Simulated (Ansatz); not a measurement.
## Electronic structure of C$_{2}$H$_{9}$NSi$_{3}$ in real space

The calculation's input:

```
crystal:
  periodic: [false, false, false]
  atoms:
    - { symbol: C, position_ang: [-2.034, 1.016, 2.0239] }
    - { symbol: C, position_ang: [-1.5216, 0.478, 1.1243] }
    - { symbol: Si, position_ang: [-0.679, -0.4219, -0.2757] }
    - { symbol: Si, position_ang: [0.1594, -2.4804, 0.403] }
    - { symbol: Si, position_ang: [1.2881, 0.7073, -0.8593] }
    - { symbol: "N", position_ang: [1.0223, 2.3606, -1.2608] }
    - { symbol: H, position_ang: [-2.5602, 1.5761, 2.8034] }
    - { symbol: H, position_ang: [-1.5141, -0.4986, -1.4513] }
    - { symbol: H, position_ang: [-1.055, -3.3381, 0.8462] }
    - { symbol: H, position_ang: [0.8082, -3.1693, -0.6795] }
    - { symbol: H, position_ang: [1.0017, -2.3817, 1.5858] }
    - { symbol: H, position_ang: [1.9331, 0.0879, -2.0048] }
    - { symbol: H, position_ang: [2.1875, 0.755, 0.2763] }
    - { symbol: H, position_ang: [0.568, 2.8562, -0.4655] }
    - { symbol: H, position_ang: [0.3737, 2.4022, -2.0366] }
basis:
  gaussian: { orbitals: def2-SVP }
hamiltonian:
  xc: lda
relax:
  f_tol: 0.015
  max_steps: 40
output:
  orbitals: {}
```

Launched as:

```sh
ansatz run input.yaml --threads 2 --pin off --max-ram 3072MiB --backend cpu --events-out ev --progress --plain --runs-dir out
```

The fields are those of the run's last geometry, not of the input's.

Level of theory: RKS LDA/def2-SVP (Ansatz 0.2.0).

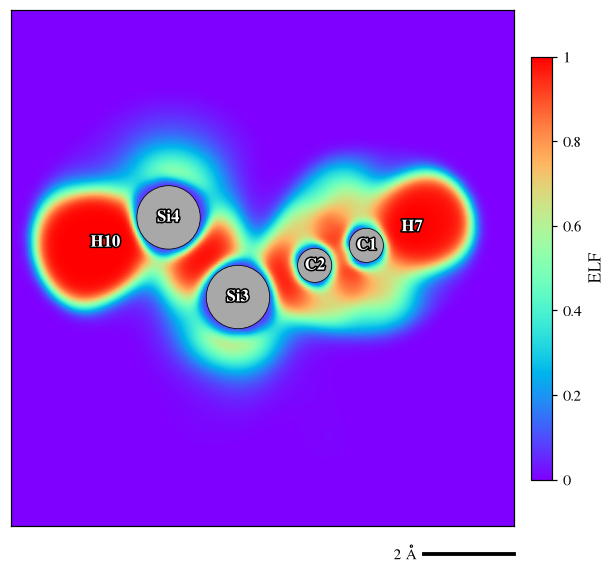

Figure 1. ELF on the plane of atoms C2, Si3 and Si4. Grey discs cover the atomic cores.

### Describe what can be read from this map.

The section cuts through C, Si and H sites.
C–C (1.23 Å): the ELF peaks at about 0.85 between the atoms: a short, multiple covalent bond.
C–Si (1.83 Å): the ELF peaks at about 0.95 between the atoms: localised, covalent bonding.
Si–Si (2.33 Å): the ELF peaks at about 1 between the atoms; localised, covalent bonding.
C–H (1.09 Å): the ELF climbs to about 1 towards the hydrogen, as it does in any bond to H: an ordinary covalent bond to hydrogen.
Si–H (1.51 Å): the ELF climbs to about 1 towards the hydrogen.

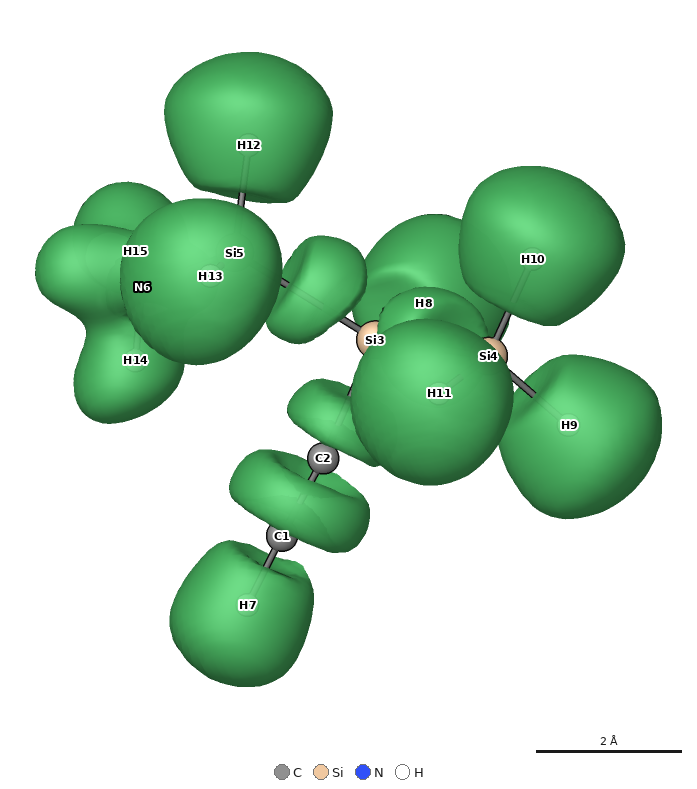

Figure 2. Isosurface of the ELF at 0.75 (green), seen at a tilt. Only the valence region is drawn (cores and ρ < 0.01 e/Å³ removed).

### Describe the localisation domains.

At this value the surface marks out one region between bonded C–C atoms (shared pairs), one region between bonded C–Si atoms (shared pairs), two regions between bonded Si–Si atoms (shared pairs), seven regions around hydrogen nuclei and one joined region spread over several atoms (H, N), in which their bonds and any lone pairs are merged. Along the contacts the grid gives the following. Si–N (1.73 Å): the ELF peaks at about 0.90 between the atoms (a shared but strongly polarised pair).

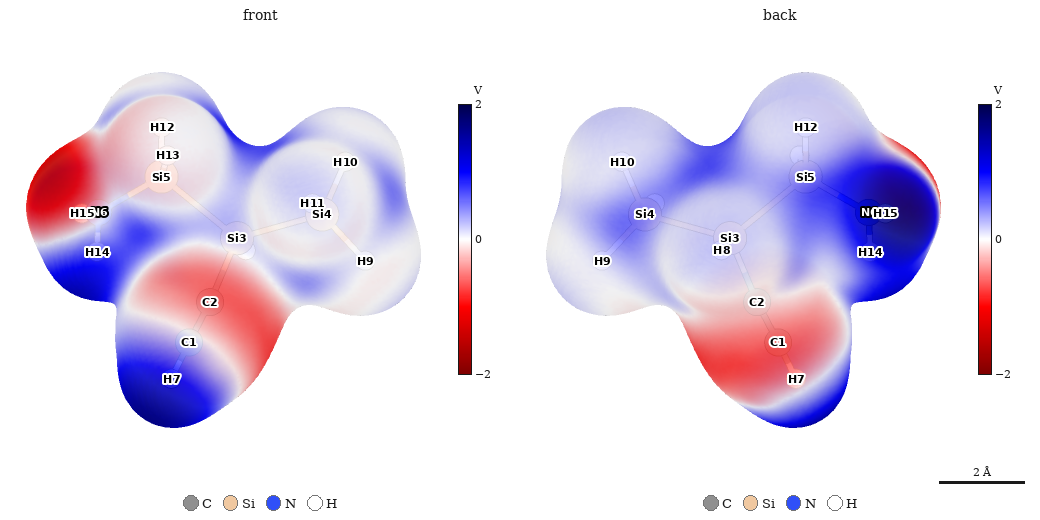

Figure 3. The electrostatic potential painted on the density surface at 0.002 e/bohr³, seen from the front and from behind; the colour scale runs from red (negative) to blue (positive).

### Describe the electrostatic potential map.

The most negative region (about −1.3 V) lies over N6, the most positive (about +1.7 V) over H7 and H15. N6 is the likeliest acceptor of a hydrogen bond.

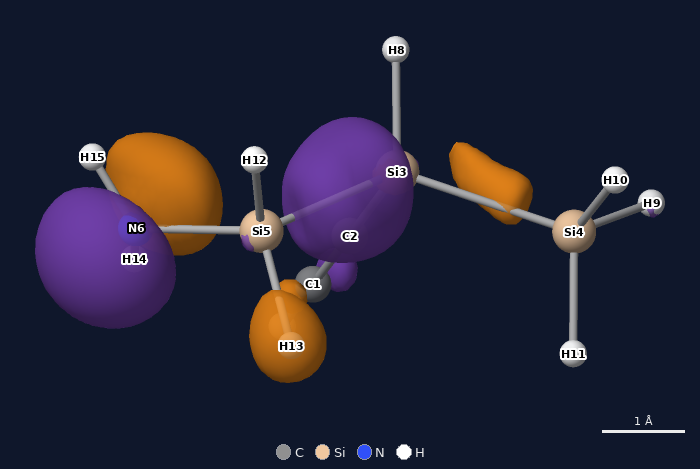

Figure 4. The HOMO at ±0.15 Å⁻³ᐟ² (orange and purple are the two phases), seen from one side.

### Where does this orbital lie, and at what energy?

It lies mainly on N6 (about 45 %), Si3 (about 15 %) and Si5 (about 15 %). Its energy is −5.63 eV.
